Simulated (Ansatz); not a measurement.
**How the geometry moves the gap of SnO2 (Cassiterite)**

Aim: gaps of SnO2 (Cassiterite) at the database cell and after a full relaxation.

Program: Ansatz 0.2.0. Level of theory: PBE, HSE06 and G0W0, plane waves, PAW. Results are calculated unless marked as measured.

**What was measured.**

- Gap 3.6 eV: experimental gap quoted from earlier work; bulk crystal (quoted in “Study on the Photocatalytic Properties of Flower-Shaped SnO2”, 2022, pmc:9565917).

Most raw output is cut from this account.

## Step 1: The starting structure

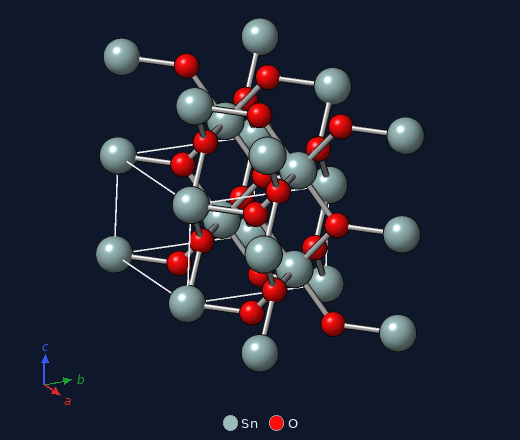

The cell as given, slightly off an axis (tin teal, oxygen red). 2×1×2 cells are drawn. Some periodic images of atoms are drawn too.

Coordinates:

```cif
data_structure
_symmetry_space_group_name_H-M 'P4_2/mnm'
_symmetry_Int_Tables_number 136
_cell_length_a 4.7380
_cell_length_b 4.7380
_cell_length_c 3.1865
_cell_angle_alpha 90.000
_cell_angle_beta 90.000
_cell_angle_gamma 90.000
_cell_volume 71.53
loop_
_atom_site_label
_atom_site_type_symbol
_atom_site_symmetry_multiplicity
_atom_site_Wyckoff_symbol
_atom_site_fract_x
_atom_site_fract_y
_atom_site_fract_z
_atom_site_occupancy
Sn1 Sn 2 a 0.00000 0.00000 0.00000 1
O1 O 4 f 0.30710 0.30710 0.00000 1
```

The cell and positions come from the Crystallography Open Database and are kept as given unless a step says otherwise. The default PAW set here is soft_2. Its files were made with PBE.

## Step 2: PBE bands at the given cell

Levels along a band path, at the cheap level, show where the edges lie and whether the meshes to come will hold them.

This step: DFT, PBE, plane waves, PAW.

The input, input.yaml:

```yaml
crystal:
  lattice:
    - [4.738, 0.0, 0.0]
    - [0.0, 4.738, 0.0]
    - [0.0, 0.0, 3.1865]
  atoms:
    - { symbol: Sn, position: [0.0, 0.0, 0.0] }
    - { symbol: Sn, position: [0.5, 0.5, 0.5] }
    - { symbol: O, position: [0.3071, 0.3071, 0.0] }
    - { symbol: O, position: [0.1929, 0.8071, 0.5] }
    - { symbol: O, position: [0.6929, 0.6929, 0.0] }
    - { symbol: O, position: [0.8071, 0.1929, 0.5] }
kpoints:
  mp_grid: { grid: [6, 6, 8] }
  band_path:
    path:
      - [[0.0, 0.0, 0.0], [0.0, 0.5, 0.0], [0.5, 0.5, 0.0], [0.0, 0.0, 0.0], [0.0, 0.0, 0.5], [0.0, 0.5, 0.5], [0.5, 0.5, 0.5], [0.0, 0.0, 0.5]]
      - [[0.0, 0.5, 0.0], [0.0, 0.5, 0.5]]
      - [[0.5, 0.5, 0.0], [0.5, 0.5, 0.5]]
    npoints: 10
hamiltonian:
  xc: pbe
scf:
  occupations: { method: fermi_dirac, width: 0.02 }
  n_extra_bands: 6
output:
  eigenvalues: true
  forces: true
  stress: true
  write_density: true
  write_potential: true
  elf: true
  volumetric_format: npy
```

Launch:

```
$ ansatz run input.yaml --threads 3 --pin off --max-ram 92160MiB --backend cuda --events-out ev --progress --plain --runs-dir out --devices 1 --max-vram 13GiB
```

It took 8.1 s on 1 × NVIDIA H100 80GB HBM3 (shared by 6 runs) with 3 threads of AMD EPYC 7R13 (Zen 3), shared host; peak memory 0.94 GiB.

This step gave:

- pressure: 11.08 GPa
- filled bands: 26
- gap: 1.282 eV
- valence top at: Γ
- conduction bottom at: Γ
- least direct gap: 1.282 eV

The gap is direct, at Γ. The pressure of 11 GPa says that this functional would expand the cell; it is kept.

## Step 3: Relaxing cell and ions

Gaps follow bond lengths, so the structure is brought to rest first.

input.yaml, the sections that differ from step 2:

```yaml
kpoints:
  mp_grid: { grid: [4, 4, 6] }
scf:
  occupations: { method: fermi_dirac, width: 0.02 }
relax:
  f_tol: 0.01
  max_steps: 60
  cell: {}
# crystal, hamiltonian: as in step 2
# output: removed
```

It took 14 s on 1 × NVIDIA H100 80GB HBM3 (shared by 6 runs) with 3 threads; peak memory 0.98 GiB.

Relaxation path:

```
step  energy less that of the first step (eV)  largest force component (eV/Å)  pressure (GPa)  volume (Å³)
   1                                   0.0000                          0.1943           11.07        71.53
   2                                  -0.1044                          0.0220            0.36        75.12
   3                                  -0.1041                          0.0323           -0.04        75.25
   4                                  -0.1046                          0.0012            0.01        75.23
  5*                                  -0.1290                          0.0018            0.47        75.23
   6                                  -0.1282                          0.0001            0.01        75.44
  7*                                  -0.1292                          0.0003            0.02        75.44
```

Relaxation steps marked * repeat the geometry before them on a plane-wave basis chosen anew for their cell, so energy and pressure can jump there.

The run keeps the 16 symmetry operations that it works with, so distortions that break them were not tested.

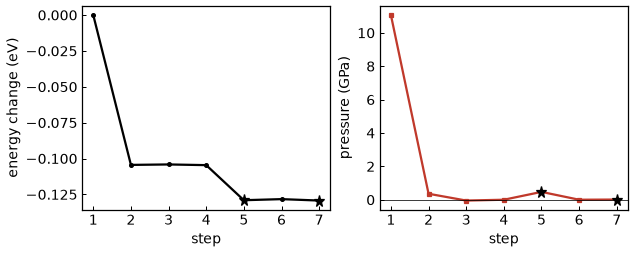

Energy and pressure along the relaxation. Stars mark steps on a basis chosen anew.

```
conventional cell, symmetrised  before  after  change
                         a (Å)   4.738  4.827  +1.9 %
                         b (Å)   4.738  4.827  +1.9 %
                         c (Å)   3.187  3.238  +1.6 %
              volume (Å³/atom)   11.92  12.57  +5.5 %
```

The relaxed structure:

```xyz
6
Lattice="4.8270 0.0000 0.0000 0.0000 4.8270 0.0000 0.0000 0.0000 3.2380" Properties=species:S:1:pos:R:3 pbc="T T T"
Sn    0.0000    0.0000    0.0000
Sn    2.4135    2.4135    1.6190
O     1.4798    1.4798    0.0000
O     0.9336    3.8933    1.6190
O     3.3471    3.3471    0.0000
O     3.8933    0.9336    1.6190
```

## Step 4: PBE at the relaxed cell

The input, input.yaml:

```yaml
crystal:
  lattice:
    - [4.8269693016, 0.0, 0.0]
    - [0.0, 4.8269693016, 0.0]
    - [0.0, 0.0, 3.2380154155]
  atoms:
    - { symbol: Sn, position: [0.0, 0.0, 0.0] }
    - { symbol: Sn, position: [0.5, 0.5, 0.5] }
    - { symbol: O, position: [0.3065764864, 0.3065764864, 0.0] }
    - { symbol: O, position: [0.1934235136, 0.8065764864, 0.5] }
    - { symbol: O, position: [0.6934235136, 0.6934235136, 0.0] }
    - { symbol: O, position: [0.8065764864, 0.1934235136, 0.5] }
kpoints:
  mp_grid: { grid: [6, 6, 8] }
  band_path:
    path:
      - [[0.0, 0.0, 0.0], [0.0, 0.5, 0.0], [0.5, 0.5, 0.0], [0.0, 0.0, 0.0], [0.0, 0.0, 0.5], [0.0, 0.5, 0.5], [0.5, 0.5, 0.5], [0.0, 0.0, 0.5]]
      - [[0.0, 0.5, 0.0], [0.0, 0.5, 0.5]]
      - [[0.5, 0.5, 0.0], [0.5, 0.5, 0.5]]
    npoints: 10
hamiltonian:
  xc: pbe
scf:
  occupations: { method: fermi_dirac, width: 0.02 }
  n_extra_bands: 6
output:
  eigenvalues: true
  forces: true
  stress: true
```

Wall time 9.6 s (1 × NVIDIA H100 80GB HBM3 (shared by 6 runs) with 3 threads); peak memory 0.94 GiB; 5.8 s of CPU time.

This step gave:

| Property | Result |
| --- | --- |
| pressure | 0.04351 GPa |
| gap | 0.6829 eV |
| valence top at | Γ |
| conduction bottom at | Γ |
| least direct gap | 0.6829 eV |

The gap is direct, at Γ.

## Step 5: HSE06 at the relaxed cell

HSE06 mixes in a quarter of exact exchange at short range. Exchange couples all pairs of k points, which makes a full band path dear, so levels are read on the mesh and at chosen points.

This step: DFT, HSE06, plane waves, PAW.

The input, input.yaml:

```yaml
crystal:
  lattice:
    - [4.8269693016, 0.0, 0.0]
    - [0.0, 4.8269693016, 0.0]
    - [0.0, 0.0, 3.2380154155]
  atoms:
    - { symbol: Sn, position: [0.0, 0.0, 0.0] }
    - { symbol: Sn, position: [0.5, 0.5, 0.5] }
    - { symbol: O, position: [0.3065764864, 0.3065764864, 0.0] }
    - { symbol: O, position: [0.1934235136, 0.8065764864, 0.5] }
    - { symbol: O, position: [0.6934235136, 0.6934235136, 0.0] }
    - { symbol: O, position: [0.8065764864, 0.1934235136, 0.5] }
kpoints:
  mp_grid: { grid: [4, 4, 4] }
  band_path:
    path:
      - [0.0, 0.0, 0.0]
      - [0.0, 0.5, 0.0]
      - [0.5, 0.5, 0.0]
      - [0.0, 0.0, 0.5]
      - [0.0, 0.5, 0.5]
      - [0.5, 0.5, 0.5]
    npoints: 1
hamiltonian:
  xc: hse06
scf:
  occupations: { method: fixed }
  n_extra_bands: 6
output:
  eigenvalues: true
  write_density: true
  write_potential: true
  elf: true
  volumetric_format: npy
```

It took 29 s on 1 × NVIDIA H100 80GB HBM3 (shared by 6 runs) with 3 threads; peak memory 1.3 GiB.

Numbers from this step:

```yaml
gap: 2.379 eV
valence_top_at: Γ
conduction_bottom_at: Γ
least_direct_gap: 2.379 eV
```

The gap stands +1.70 eV against PBE.

## Step 6: G0W0 at the relaxed cell

Now the one-shot GW correction: screening in the RPA, then the self-energy of the levels asked for.

This step: G0W0 on PBE, plane waves, PAW.

The input, input.yaml:

```yaml
crystal:
  lattice:
    - [4.8269693016, 0.0, 0.0]
    - [0.0, 4.8269693016, 0.0]
    - [0.0, 0.0, 3.2380154155]
  atoms:
    - { symbol: Sn, position: [0.0, 0.0, 0.0] }
    - { symbol: Sn, position: [0.5, 0.5, 0.5] }
    - { symbol: O, position: [0.3065764864, 0.3065764864, 0.0] }
    - { symbol: O, position: [0.1934235136, 0.8065764864, 0.5] }
    - { symbol: O, position: [0.6934235136, 0.6934235136, 0.0] }
    - { symbol: O, position: [0.8065764864, 0.1934235136, 0.5] }
kpoints:
  mp_grid: { grid: [4, 4, 6] }
hamiltonian:
  xc: pbe
scf:
  occupations: { method: fixed }
gw:
  n_empty_bands: 277
  ecut_chi: 138
  qp_bands: [v2, c2]
  qp_kpoints: band_edges
  screening: { model: contour_deformation }
```

Wall time 35 s (1 × NVIDIA H100 80GB HBM3 (shared by 6 runs) with 3 threads); peak memory 1.6 GiB; 50 s of CPU time.

Numbers from this step:

- bands summed: 303
- RPA ε∞ on this mesh (eigenvalues): 4.975, 5.127, 5.127
- plane waves in the screening matrix: 275
- G0W0 gap on the mesh: 1.957 eV
- k of the valence top: 0, 0, 0
- k of the conduction bottom: 0, 0, 0
- starting gap on the mesh: 0.6822 eV
- least direct G0W0 gap on the computed points: 1.957 eV

The gap on the mesh goes from 0.68 eV to 1.96 eV, a correction of +1.27 eV. Between the two edge states, bare exchange in place of the xc potential would open the gap by 9.84 eV, and correlation takes back 8.56 eV.

## Step 7: G0W0 at the given cell

The input, input.yaml:

```yaml
crystal:
  lattice:
    - [4.738, 0.0, 0.0]
    - [0.0, 4.738, 0.0]
    - [0.0, 0.0, 3.1865]
  atoms:
    - { symbol: Sn, position: [0.0, 0.0, 0.0] }
    - { symbol: Sn, position: [0.5, 0.5, 0.5] }
    - { symbol: O, position: [0.3071, 0.3071, 0.0] }
    - { symbol: O, position: [0.1929, 0.8071, 0.5] }
    - { symbol: O, position: [0.6929, 0.6929, 0.0] }
    - { symbol: O, position: [0.8071, 0.1929, 0.5] }
kpoints:
  mp_grid: { grid: [4, 4, 6] }
hamiltonian:
  xc: pbe
scf:
  occupations: { method: fixed }
gw:
  n_empty_bands: 263
  ecut_chi: 138
  qp_bands: [v2, c2]
  qp_kpoints: band_edges
  screening: { model: contour_deformation }
```

The job ended after 40 s (1 × NVIDIA H100 80GB HBM3 (shared by 6 runs) with 3 threads; peak memory 1.5 GiB).

Numbers from this step:

```yaml
bands_summed: 289
rpa_eps_infinity_on_this_mesh_eigenvalues: 4.337, 4.337, 4.568
plane_waves_in_the_screening_matrix: 267
g0w0_gap_on_the_mesh: 2.788 eV
k_of_the_valence_top: 0, 0, 0
k_of_the_conduction_bottom: 0, 0, 0
starting_gap_on_the_mesh: 1.282 eV
least_direct_g0w0_gap_on_the_computed_points: 2.788 eV
```

The gap on the mesh goes from 1.28 eV to 2.79 eV, a correction of +1.51 eV. Between the two edge states, bare exchange in place of the xc potential would open the gap by 10.15 eV, and correlation takes back 8.64 eV.

## Step 8: Together

G0W0 rows are gaps on the mesh, lowered by the amount that the mesh misses the start's edges, a rough step that assumes the same correction there.

```
   level  given cell (eV)  relaxed cell (eV)  change (eV)
     PBE             1.28               0.68        −0.60
   HSE06                -               2.38            -
G0W0@PBE             2.79               1.96        −0.83
```

## Step 9: What came out

| Property | Result |
| --- | --- |
| volume change | +5.5 % |
| PBE, given cell | 1.28 eV |
| PBE, relaxed cell | 0.68 eV |
| HSE06, relaxed cell | 2.38 eV |
| G0W0@PBE, relaxed cell | 1.96 eV |
| G0W0@PBE, given cell | 2.79 eV |
| known limits | not at the basis limit; no spin-orbit coupling |

Relaxation changes the volume by +5.5 % and the gap by −0.60 eV (PBE) and −0.83 eV (G0W0@PBE). Against experiment, by G0W0@PBE at the given cell: the gap of 2.79 eV lies −0.81 eV from the measured 3.6 eV (kind not stated, quoted 2022). The calculation has static nuclei and no excitons; a measured gap holds zero-point and thermal motion, which mostly lowers it. Against the values above the computed gap that would widen the miss. An edge that is forbidden or weak in absorption could explain it, and so could too strong a screening: the start's gap is only 1.28 eV, and one shot does not repair that. Bands and cutoff are finite, so the gap is not at the basis limit. The miss can reach some tenths of an eV and take either sign; the mesh is an error of its own. The many-body steps are scalar-relativistic: spin-orbit coupling is not in them.

[Paths, hosts, dates, memory and timing lines, banners, echoed tables and standing remarks are left out of the program output.]

[Logs are printed without paths, hosts, clocks, repeated set-up lines and the standing remarks that a program may print on its own settings, such as how far it seeks lower states.]

[Runs of the session that timed out or met a known fault of the program may be left out.]

[Cells called generated may have been cut or substituted from an entry of the Crystallography Open Database or the Materials Project.]

[Hosts, paths, dates, database ids (printed as entryN), source tags and the programs' standing remarks are cut or masked in the printed files.]
